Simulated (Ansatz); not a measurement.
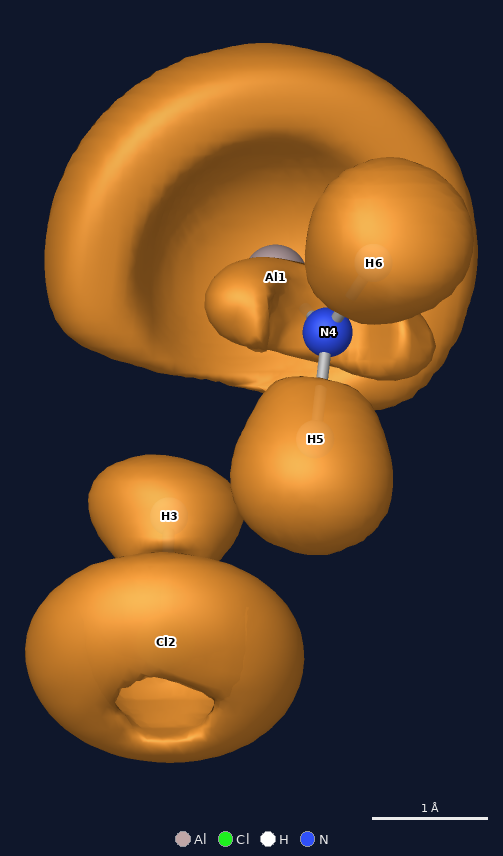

*AlH₂N···HCl. Isosurface of the ELF at 0.85 (orange), seen at an oblique angle. Core shells and regions of very low density are left out.*

Not at a stationary point (largest force 1.0 eV/Å).

Level of theory: RKS B3LYP-D4/def2-SVP (Ansatz).

```xyz
6

Al    0.1540    0.2934   -1.4228
Cl    1.1959   -0.3346    1.7840
H     1.8984   -0.0040    0.6951
N    -1.5713    0.0681   -0.9587
H    -1.9055   -0.1940   -0.0278
H    -2.3796    0.1711   -1.5756
```

Question: What do the ELF domains correspond to?

Answer: The surface consists of three regions around hydrogen nuclei, one lobe of the valence shell of N pointing towards Al, one lobe on Al, pointing away from the bonds (lone pairs) and one region wrapped around Cl (its valence shell). Along the contacts the grid gives the following. Al1···H3 (2.76 Å): the ELF dips to about 0.10 between them. Al–N (1.80 Å): the ELF peaks at about 0.90 in the valence shell of N, 0.7 Å from its nucleus, and is about 0.60 at the midpoint.
